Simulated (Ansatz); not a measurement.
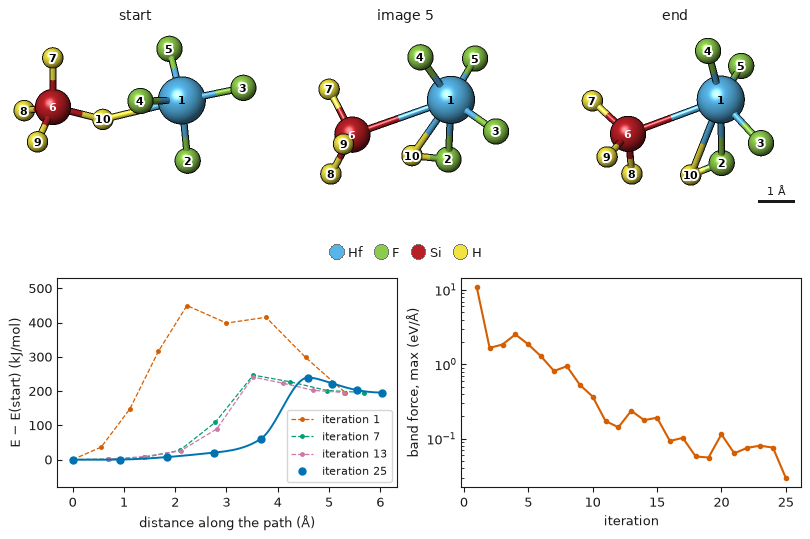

A search for the minimum-energy path of HfSiH$_{4}$F$_{4}$ by the nudged elastic band. Images are numbered from 0 (start) to 8 (end). The plot follows the band through its iterations. Style: ball-and-stick. Shown from a free direction.

These are results of RKS BHLYP/def2-SVP (Ansatz 0.2.0), not measurements. Run with 7 movable images; climbing image; force threshold 0.05 eV/Å; iteration limit 60; starting path through a guess of the saddle point.

Q: Judge this run.

A: The result is final at these settings. The band converged in 25 iterations. The largest component of the band force went from 11 to 0.03 eV/Å. The climbing image converged on the top of the path. Its vibrational analysis gives one imaginary mode (757i cm⁻¹), as a transition state must have. The first iteration put the highest image at 449.9 kJ/mol. Forward barrier 239.5 kJ/mol, backward barrier 43.6 kJ/mol, with image 5 at the top; the reaction energy is +195.9 kJ/mol.

The run took 8.3 min on 4 threads of Arm Neoverse V1 (shared host), peak memory 0.35 GiB.
